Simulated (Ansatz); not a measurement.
**C2H8Si: molecular dynamics (part 3 of 3)**

C2H8Si, SMILES C[SiH2]C; r2SCAN/def2-SV(P), RKS (Ansatz 0.2.0). The geometry comes from this level: PBE0-D4/def2-TZVP.

Geometry of the input (Å):
```
C  -1.0502  0.9672  -0.6612
Si -0.3092  -0.6532  -0.0876
C  1.3466  -0.3923  0.7457
H  -2.0158  0.8069  -1.1461
H  -0.3917  1.4646  -1.3778
H  -1.2049  1.6449  0.1821
H  -0.1399  -1.5642  -1.2561
H  -1.2451  -1.3193  0.8633
H  2.0582  0.0752  0.0604
H  1.7726  -1.3420  1.0774
H  1.2448  0.2552  1.6203
```

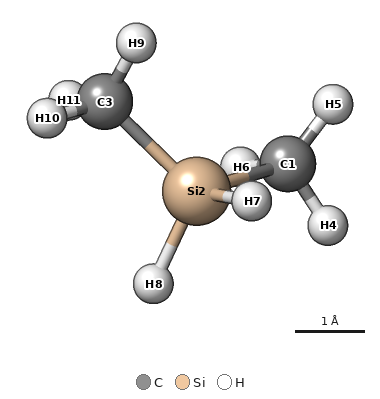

The geometry at step 41 of the log (ball-and-stick view, seen at a tilt; atoms are numbered from 1 in the order of the input).

## Trajectory as extended XYZ, continued
```
11
Properties=species:S:1:pos:R:3:forces:R:3 step=32 time_fs=16.0 energy=-10075.01936 temperature=796.4
C    -0.9566    1.0396   -0.7720   -2.7428   0.5908   1.3373
Si   -0.2928   -0.6198   -0.1487   -0.0858   0.9363   0.6045
C     1.2385   -0.4512    0.8702    0.0701   0.1430   1.7286
H    -2.0198    0.8372   -1.2067    1.5347   0.2330   0.1569
H    -0.4535    1.8158   -1.4009    0.1861  -0.8249   0.1362
H    -1.2653    1.5865    0.1917    0.4817  -0.2657  -0.8629
H    -0.1188   -1.4402   -1.2922    0.5101  -1.1328  -1.4292
H    -1.1599   -1.4113    0.7380   -1.0151   0.0732   0.2079
H     1.9735   -0.0753    0.1403    0.6825   0.3468   0.6734
H     1.5684   -1.4091    1.3416    0.0326   0.0186  -0.7503
H     1.0749    0.1616    1.8479    0.3459  -0.1183  -1.8023
11
Properties=species:S:1:pos:R:3:forces:R:3 step=33 time_fs=16.5 energy=-10074.98636 temperature=752.0
C    -0.9572    1.0471   -0.7759   -2.8654   0.1336   1.7908
Si   -0.2937   -0.6228   -0.1510   -0.0262   1.3951   0.7687
C     1.2403   -0.4545    0.8730   -0.4819  -0.1668   1.7052
H    -2.0225    0.8328   -1.2007    1.5537   0.2875   0.1147
H    -0.4544    1.8116   -1.4003    0.2801  -0.5481  -0.0075
H    -1.2693    1.5733    0.2067    0.5479  -0.2210  -1.0637
H    -0.1223   -1.4206   -1.2914    0.5623  -1.3981  -1.7520
H    -1.1812   -1.3908    0.7218   -1.0691  -0.0316   0.3117
H     1.9710   -0.1025    0.1515    1.0374   0.6437   0.3344
H     1.5700   -1.4022    1.3469    0.0535  -0.2279  -0.6490
H     1.0559    0.1450    1.8388    0.4077   0.1337  -1.5532
11
Properties=species:S:1:pos:R:3:forces:R:3 step=34 time_fs=17.0 energy=-10074.94744 temperature=764.1
C    -0.9575    1.0552   -0.7794   -2.8791  -0.2907   2.1802
Si   -0.2946   -0.6264   -0.1530   -0.0263   1.7769   0.9602
C     1.2417   -0.4574    0.8762   -0.8786  -0.6019   1.5868
H    -2.0217    0.8353   -1.1935    1.4820   0.2957   0.0396
H    -0.4551    1.8085   -1.4013    0.3791  -0.2984  -0.1336
H    -1.2706    1.5618    0.2176    0.5978  -0.1457  -1.1854
H    -0.1274   -1.4048   -1.2913    0.6065  -1.6301  -2.0425
H    -1.2065   -1.3728    0.7083   -1.0515  -0.0761   0.3529
H     1.9735   -0.1282    0.1628    1.3033   0.8780   0.0641
H     1.5718   -1.3987    1.3561    0.0321  -0.3498  -0.6098
H     1.0386    0.1276    1.8273    0.4346   0.4421  -1.2125
11
Properties=species:S:1:pos:R:3:forces:R:3 step=35 time_fs=17.5 energy=-10074.91855 temperature=726.8
C    -0.9578    1.0640   -0.7821   -2.7800  -0.6666   2.4177
Si   -0.2955   -0.6305   -0.1553   -0.1055   2.0196   1.1401
C     1.2425   -0.4598    0.8800   -1.0203  -1.0947   1.2807
H    -2.0178    0.8447   -1.1890    1.3506   0.2629  -0.0329
H    -0.4562    1.8088   -1.4032    0.4721  -0.1057  -0.2188
H    -1.2683    1.5502    0.2238    0.6064  -0.0238  -1.1933
H    -0.1337   -1.3914   -1.2958    0.6336  -1.7894  -2.2365
H    -1.2356   -1.3585    0.6980   -0.9402  -0.0514   0.3100
H     1.9797   -0.1493    0.1701    1.3853   1.0052  -0.0301
H     1.5752   -1.3971    1.3696   -0.0215  -0.3604  -0.6411
H     1.0230    0.1093    1.8152    0.4195   0.8044  -0.7959
11
Properties=species:S:1:pos:R:3:forces:R:3 step=36 time_fs=18.0 energy=-10074.90673 temperature=725.9
C    -0.9589    1.0724   -0.7843   -2.5504  -0.9963   2.5285
Si   -0.2963   -0.6337   -0.1573   -0.2286   2.1142   1.2434
C     1.2430   -0.4629    0.8849   -1.0050  -1.6208   0.8629
H    -2.0127    0.8557   -1.1842    1.1649   0.2168  -0.1180
H    -0.4556    1.8097   -1.4048    0.5385   0.0353  -0.2794
H    -1.2613    1.5390    0.2257    0.5669   0.1335  -1.0930
H    -0.1382   -1.3814   -1.3036    0.6394  -1.8532  -2.2939
H    -1.2681   -1.3445    0.6893   -0.7672   0.0080   0.2185
H     1.9869   -0.1667    0.1760    1.3639   1.0601  -0.0205
H     1.5771   -1.4001    1.3847   -0.0891  -0.2818  -0.7203
H     1.0106    0.0908    1.8045    0.3667   1.1841  -0.3281
11
Properties=species:S:1:pos:R:3:forces:R:3 step=37 time_fs=18.5 energy=-10074.90750 temperature=698.3
C    -0.9616    1.0809   -0.7864   -2.1579  -1.2408   2.4364
Si   -0.2970   -0.6366   -0.1582   -0.3662   2.1263   1.2363
C     1.2435   -0.4673    0.8905   -0.9457  -2.1220   0.4306
H    -2.0065    0.8643   -1.1824    0.9434   0.1786  -0.1893
H    -0.4553    1.8148   -1.4079    0.5401   0.0555  -0.2650
H    -1.2501    1.5296    0.2228    0.4642   0.3162  -0.8803
H    -0.1396   -1.3741   -1.3139    0.6255  -1.8344  -2.2263
H    -1.3017   -1.3300    0.6823   -0.5705   0.0716   0.1105
H     1.9938   -0.1843    0.1829    1.3380   1.1004  -0.0166
H     1.5784   -1.4066    1.3967   -0.1587  -0.1897  -0.7875
H     1.0036    0.0739    1.7958    0.2877   1.5382   0.1512
11
Properties=species:S:1:pos:R:3:forces:R:3 step=38 time_fs=19.0 energy=-10074.91684 temperature=766.5
C    -0.9653    1.0895   -0.7885   -1.6062  -1.4791   2.1125
Si   -0.2975   -0.6399   -0.1588   -0.5015   2.0902   1.1449
C     1.2442   -0.4715    0.8961   -0.8755  -2.5230  -0.0404
H    -1.9969    0.8735   -1.1875    0.6562   0.1286  -0.2463
H    -0.4543    1.8213   -1.4120    0.5186   0.0124  -0.2046
H    -1.2355    1.5196    0.2137    0.2891   0.5625  -0.4932
H    -0.1373   -1.3691   -1.3260    0.5991  -1.7603  -2.0724
H    -1.3342   -1.3179    0.6762   -0.3594   0.1369  -0.0050
H     2.0032   -0.2037    0.1917    1.3003   1.1479  -0.0335
H     1.5814   -1.4116    1.4033   -0.2226  -0.1665  -0.7815
H     1.0007    0.0625    1.7871    0.2020   1.8503   0.6195
11
Properties=species:S:1:pos:R:3:forces:R:3 step=39 time_fs=19.5 energy=-10074.94403 temperature=700.1
C    -0.9691    1.0974   -0.7899   -0.9240  -1.7408   1.6206
Si   -0.2978   -0.6430   -0.1597   -0.6257   1.9557   0.9247
C     1.2453   -0.4761    0.9007   -0.7590  -2.6879  -0.4430
H    -1.9837    0.8865   -1.1943    0.2569   0.0412  -0.3335
H    -0.4527    1.8262   -1.4152    0.5175  -0.0234  -0.1506
H    -1.2188    1.5088    0.2002    0.0702   0.8747   0.0899
H    -0.1302   -1.3687   -1.3414    0.5528  -1.6022  -1.7909
H    -1.3664   -1.3097    0.6687   -0.1304   0.2077  -0.1227
H     2.0177   -0.2218    0.2007    1.1546   1.1545   0.0140
H     1.5840   -1.4160    1.4050   -0.2724  -0.1919  -0.7148
H     0.9995    0.0589    1.7807    0.1596   2.0122   0.9064
11
Properties=species:S:1:pos:R:3:forces:R:3 step=40 time_fs=20.0 energy=-10074.97316 temperature=703.1
C    -0.9716    1.1045   -0.7900   -0.1854  -1.9342   1.0788
Si   -0.2980   -0.6457   -0.1612   -0.7174   1.7318   0.5826
C     1.2461   -0.4820    0.9037   -0.6441  -2.5856  -0.7159
H    -1.9679    0.8987   -1.2004   -0.2086  -0.0537  -0.4402
H    -0.4510    1.8320   -1.4185    0.5025  -0.0930  -0.0694
H    -1.2006    1.4994    0.1891   -0.1432   1.1737   0.6998
H    -0.1223   -1.3732   -1.3611    0.4817  -1.3661  -1.3891
H    -1.3959   -1.3046    0.6617    0.0984   0.2812  -0.2370
H     2.0370   -0.2393    0.2119    0.9397   1.1389   0.0928
H     1.5841   -1.4188    1.4030   -0.2887  -0.3180  -0.5857
H     0.9983    0.0589    1.7773    0.1650   2.0250   0.9834
11
Properties=species:S:1:pos:R:3:forces:R:3 step=41 time_fs=20.5 energy=-10074.99548 temperature=630.8
C    -0.9730    1.1105   -0.7903    0.5404  -2.0153   0.6946
Si   -0.2981   -0.6477   -0.1624   -0.7849   1.4871   0.2031
C     1.2478   -0.4886    0.9061   -0.6170  -2.2579  -0.9139
H    -1.9505    0.9096   -1.2084   -0.7107  -0.1477  -0.5489
H    -0.4485    1.8365   -1.4230    0.4868  -0.1692   0.0193
H    -1.1811    1.4942    0.1832   -0.3145   1.3828   1.1378
H    -0.1166   -1.3795   -1.3834    0.4014  -1.1100  -0.9455
H    -1.4237   -1.2984    0.6569    0.3175   0.3451  -0.3417
H     2.0568   -0.2537    0.2249    0.7397   1.1113   0.1416
H     1.5812   -1.4192    1.3981   -0.2490  -0.5661  -0.3852
H     1.0000    0.0636    1.7747    0.1903   1.9399   0.9387
11
Properties=species:S:1:pos:R:3:forces:R:3 step=42 time_fs=21.0 energy=-10075.01587 temperature=671.7
C    -0.9743    1.1157   -0.7914    1.1462  -2.0382   0.4996
Si   -0.2985   -0.6488   -0.1636   -0.8300   1.2460  -0.1346
C     1.2510   -0.4957    0.9096   -0.6539  -1.7088  -1.1101
H    -1.9363    0.9187   -1.2162   -1.1492  -0.2182  -0.6418
H    -0.4454    1.8406   -1.4257    0.4804  -0.2249   0.0709
H    -1.1614    1.4922    0.1808   -0.4406   1.4986   1.3986
H    -0.1093   -1.3886   -1.4049    0.3174  -0.8601  -0.5115
H    -1.4521   -1.2909    0.6540    0.5415   0.4055  -0.4486
H     2.0760   -0.2612    0.2383    0.5231   1.0435   0.1904
H     1.5774   -1.4187    1.3908   -0.1582  -0.9020  -0.1222
H     1.0063    0.0753    1.7724    0.2234   1.7587   0.8093
11
Properties=species:S:1:pos:R:3:forces:R:3 step=43 time_fs=21.5 energy=-10075.02586 temperature=773.2
C    -0.9745    1.1197   -0.7926    1.4838  -2.0357   0.3889
Si   -0.2992   -0.6498   -0.1654   -0.8464   1.0257  -0.4037
C     1.2542   -0.5037    0.9143   -0.5930  -0.9622  -1.3905
H    -1.9280    0.9259   -1.2241   -1.3733  -0.2379  -0.6472
H    -0.4443    1.8474   -1.4247    0.4918  -0.2721   0.0785
H    -1.1407    1.4928    0.1810   -0.5390   1.5324   1.5229
H    -0.1001   -1.4010   -1.4238    0.2350  -0.6350  -0.1322
H    -1.4812   -1.2841    0.6509    0.7640   0.4647  -0.5507
H     2.1010   -0.2669    0.2530    0.1629   0.9303   0.3196
H     1.5755   -1.4174    1.3834   -0.0493  -1.3211   0.1901
H     1.0140    0.0898    1.7714    0.2634   1.5109   0.6242
11
Properties=species:S:1:pos:R:3:forces:R:3 step=44 time_fs=22.0 energy=-10075.02059 temperature=745.7
C    -0.9733    1.1224   -0.7941    1.7113  -1.9170   0.3783
Si   -0.2996   -0.6508   -0.1675   -0.8484   0.8223  -0.6442
C     1.2572   -0.5125    0.9187   -0.4788  -0.1891  -1.6213
H    -1.9214    0.9339   -1.2334   -1.4970  -0.2380  -0.6008
H    -0.4425    1.8552   -1.4248    0.4841  -0.3611   0.1053
H    -1.1182    1.4985    0.1833   -0.6070   1.4765   1.4659
H    -0.0886   -1.4159   -1.4411    0.1480  -0.4241   0.2104
H    -1.5091   -1.2748    0.6486    0.9659   0.5055  -0.6400
H     2.1282   -0.2737    0.2675   -0.2350   0.8087   0.4621
H     1.5743   -1.4173    1.3789    0.0461  -1.7170   0.4784
H     1.0208    0.1041    1.7709    0.3109   1.2331   0.4058
11
Properties=species:S:1:pos:R:3:forces:R:3 step=45 time_fs=22.5 energy=-10075.00278 temperature=854.6
C    -0.9714    1.1243   -0.7961    2.0084  -1.6565   0.3646
Si   -0.2999   -0.6517   -0.1698   -0.8371   0.6158  -0.8658
C     1.2608   -0.5219    0.9223   -0.3967   0.3965  -1.6563
H    -1.9139    0.9408   -1.2435   -1.6164  -0.2293  -0.5608
H    -0.4362    1.8652   -1.4274    0.3909  -0.5578   0.2112
H    -1.0950    1.5076    0.1854   -0.6667   1.3799   1.3298
H    -0.0745   -1.4325   -1.4590    0.0524  -0.2139   0.5369
H    -1.5364   -1.2658    0.6470    1.1579   0.5393  -0.7253
H     2.1521   -0.2810    0.2809   -0.5430   0.7027   0.5468
H     1.5733   -1.4246    1.3762    0.0763  -1.8848   0.6568
H     1.0263    0.1193    1.7698    0.3741   0.9080   0.1622
11
Properties=species:S:1:pos:R:3:forces:R:3 step=46 time_fs=23.0 energy=-10074.98920 temperature=1089.5
C    -0.9692    1.1261   -0.7979    2.2323  -1.3706   0.2942
Si   -0.3007   -0.6525   -0.1724   -0.7975   0.4080  -1.0770
C     1.2651   -0.5322    0.9255   -0.3153   0.7989  -1.4048
H    -1.9078    0.9457   -1.2567   -1.6092  -0.1831  -0.4736
H    -0.4245    1.8757   -1.4287    0.2524  -0.7966   0.3289
H    -1.0721    1.5204    0.1863   -0.7367   1.2588   1.1765
H    -0.0590   -1.4529   -1.4781   -0.0519   0.0091   0.8586
H    -1.5631   -1.2578    0.6449    1.3365   0.5661  -0.7998
H     2.1741   -0.2859    0.2970   -0.7765   0.5870   0.5642
H     1.5729   -1.4420    1.3747    0.0122  -1.7203   0.6964
H     1.0330    0.1416    1.7684    0.4539   0.4427  -0.1637
11
Properties=species:S:1:pos:R:3:forces:R:3 step=47 time_fs=23.5 energy=-10074.98521 temperature=1063.9
C    -0.9659    1.1279   -0.7996    2.2428  -1.1124   0.3149
Si   -0.3019   -0.6537   -0.1755   -0.7287   0.2455  -1.2193
C     1.2694   -0.5424    0.9283   -0.2816   0.9960  -0.9517
H    -1.9043    0.9478   -1.2730   -1.4034  -0.0855  -0.3068
H    -0.4065    1.8811   -1.4285    0.1155  -0.9843   0.3975
H    -1.0509    1.5395    0.1887   -0.7906   1.0556   0.8742
H    -0.0455   -1.4770   -1.4966   -0.1553   0.2252   1.1449
H    -1.5843   -1.2456    0.6474    1.4699   0.5644  -0.8661
H     2.1907   -0.2891    0.3170   -0.8651   0.4882   0.4805
H     1.5731   -1.4656    1.3757   -0.1158  -1.3175   0.6241
H     1.0419    0.1671    1.7670    0.5123  -0.0750  -0.4923
11
Properties=species:S:1:pos:R:3:forces:R:3 step=48 time_fs=24.0 energy=-10074.98036 temperature=1035.8
C    -0.9621    1.1302   -0.8014    2.1077  -0.8941   0.5178
Si   -0.3034   -0.6556   -0.1786   -0.6475   0.1576  -1.2868
C     1.2732   -0.5520    0.9306   -0.3087   1.0328  -0.4732
H    -1.9044    0.9477   -1.2883   -1.0720   0.0507  -0.0987
H    -0.3832    1.8804   -1.4250   -0.0103  -1.0898   0.3946
H    -1.0302    1.5622    0.1954   -0.8272   0.7629   0.4029
H    -0.0363   -1.5032   -1.5118   -0.2388   0.4128   1.3672
H    -1.5980   -1.2289    0.6510    1.5390   0.5285  -0.9065
H     2.1995   -0.2928    0.3364   -0.8096   0.4227   0.3275
H     1.5737   -1.4897    1.3786   -0.2494  -0.8641   0.5040
H     1.0559    0.1896    1.7667    0.5168  -0.5201  -0.7487
11
Properties=species:S:1:pos:R:3:forces:R:3 step=49 time_fs=24.5 energy=-10074.96688 temperature=955.3
C    -0.9583    1.1329   -0.8029    1.8538  -0.7253   0.8650
Si   -0.3057   -0.6583   -0.1813   -0.5348   0.1272  -1.3200
C     1.2759   -0.5608    0.9324   -0.3704   0.8744  -0.0054
H    -1.9082    0.9458   -1.3022   -0.6581   0.2164   0.1465
H    -0.3599    1.8767   -1.4162   -0.0886  -1.1143   0.3012
H    -1.0072    1.5884    0.2063   -0.8772   0.4008  -0.1625
H    -0.0290   -1.5281   -1.5219   -0.3058   0.5625   1.5158
H    -1.6056   -1.2140    0.6500    1.5518   0.4780  -0.9090
H     2.2046   -0.2985    0.3574   -0.6632   0.3906   0.1286
H     1.5733   -1.5129    1.3867   -0.3886  -0.3833   0.3347
H     1.0697    0.2052    1.7654    0.4810  -0.8270  -0.8948
11
Properties=species:S:1:pos:R:3:forces:R:3 step=50 time_fs=25.0 energy=-10074.93392 temperature=817.8
C    -0.9539    1.1356   -0.8027    1.4821  -0.5864   1.0650
Si   -0.3084   -0.6614   -0.1843   -0.3861   0.1356  -1.3163
C     1.2774   -0.5690    0.9334   -0.4891   0.6197   0.4183
H    -1.9148    0.9422   -1.3169   -0.1539   0.3942   0.4502
H    -0.3425    1.8754   -1.4079   -0.1344  -1.1373   0.2043
H    -0.9854    1.6175    0.2164   -0.9436   0.0480  -0.6414
H    -0.0206   -1.5502   -1.5268   -0.3692   0.6774   1.6001
H    -1.6084   -1.2003    0.6472    1.5264   0.4204  -0.8930
H     2.2081   -0.3074    0.3792   -0.4578   0.3989  -0.0914
H     1.5718   -1.5324    1.3993   -0.5141   0.0304   0.1589
H     1.0782    0.2133    1.7622    0.4398  -1.0008  -0.9547
```

## Key numbers

```json
{"quantity": "outcome", "value": "finished"}
{"quantity": "mean temperature over the second half", "value": "771 K"}
{"quantity": "trajectory", "value": "50 steps, 25 fs"}
{"quantity": "ensemble", "value": "nvt_langevin"}
{"quantity": "temperature in the input", "value": "1000 K"}
{"quantity": "time step", "value": "0.5 fs"}
{"quantity": "potential energy (last step)", "value": "−370.246993 hartree"}
{"quantity": "basis functions (last step)", "value": "62"}
{"quantity": "largest force (last step)", "value": "1.917 eV/Å"}
{"quantity": "SCF solution under orbital rotations (last step)", "value": "stable"}
{"quantity": "dipole moment (last step)", "value": "0.93 D"}
{"quantity": "hardware", "value": "1 thread of Arm Neoverse V2, 24 GiB of memory available, shared host"}
{"quantity": "wall time", "value": "2.6 min"}
{"quantity": "peak memory", "value": "0.12 GiB"}
```

## Notes

So short a trajectory is not equilibrated. The logged temperature at the start can lie below the typed one, since it is counted over all degrees of freedom.
